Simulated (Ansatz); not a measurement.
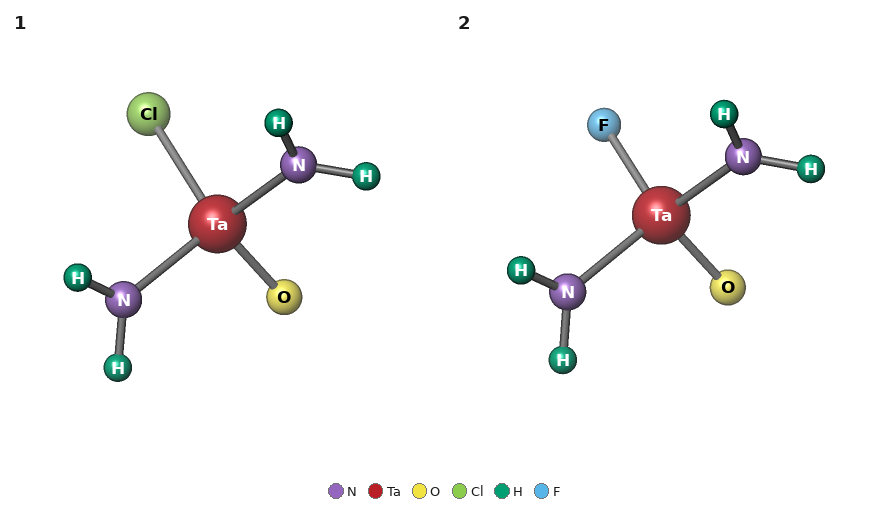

2 molecules with one skeleton, seen from the same side and at one scale. Each species is neutral and a spin singlet. Computed geometries: PBE0-D4/def2-TZVP optimisations, one conformation each. Properties computed with Ansatz 0.2.0. Elements past Kr carry core potentials.

One atom differs, called X below: Cl in panel 1, F in panel 2. Their formulas are ClH4N2OTa (`[NH2][Ta]([NH2])(=[O])[Cl]`), FH4N2OTa (`[NH2][Ta]([NH2])(=[O])[F]`).

> In which is the length of X–Ta larger (PBE0-D4/def2-TZVP)?

In panel 1 (X = Cl).

Give the values. With PBE0-D4/def2-TZVP: length of X–Ta (Å), mean angle N–Ta–X (°), harmonic zero-point energy (kJ/mol). With ωB97M-V/def2-TZVPP: dipole moment (D), HOMO energy (Kohn–Sham orbital) (eV), HOMO–LUMO gap (eV).

```csv
quantity,1 (Cl),2 (F),2 − 1
length of X–Ta (Å),2.332,1.898,−0.434
mean angle N–Ta–X (°),110.0,109.8,−0.2
dipole moment (D),4.35,4.25,−0.10
HOMO energy (Kohn–Sham orbital) (eV),−10.16,−10.21,−0.05
HOMO–LUMO gap (eV),11.16,11.14,−0.02
harmonic zero-point energy (kJ/mol),144.4,146.3,+1.9
```
